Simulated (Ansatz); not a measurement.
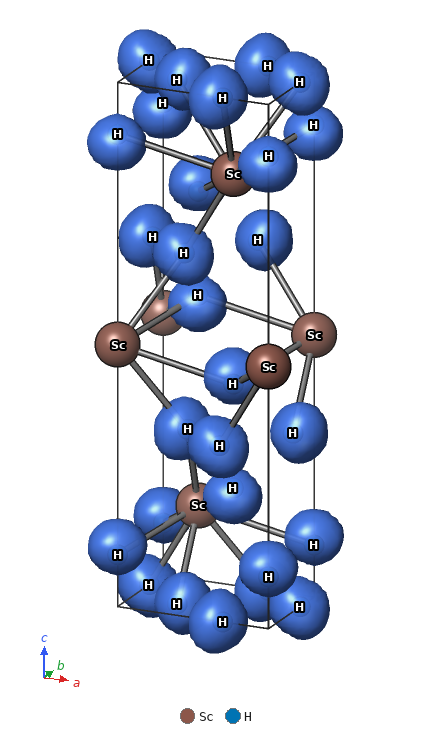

ScH₅. Isosurface of the ELF at 0.9 (blue), seen slightly off an axis. Only the valence region is drawn (cores and ρ < 0.01 e/Å³ removed). Sticks mark near contacts.

Space group R32; a structure generated by program, which may or may not match a known phase.

The calculation used DFT PBE, scalar-relativistic, plane waves, PAW (Ansatz).

Core electrons are frozen (PAW), and the valence fields are smoothed inside the atomic spheres.

What do the ELF domains correspond to?

Answer. At this value the surface marks out 15 regions around hydrogen nuclei, counted in one cell of 18 atoms. Regions shared between cells count once. Profiles from the grid: Sc–H (2.03 Å): the ELF climbs to about 1 towards the hydrogen. Sc–H (2.21 Å): the ELF climbs to about 1 towards the hydrogen.
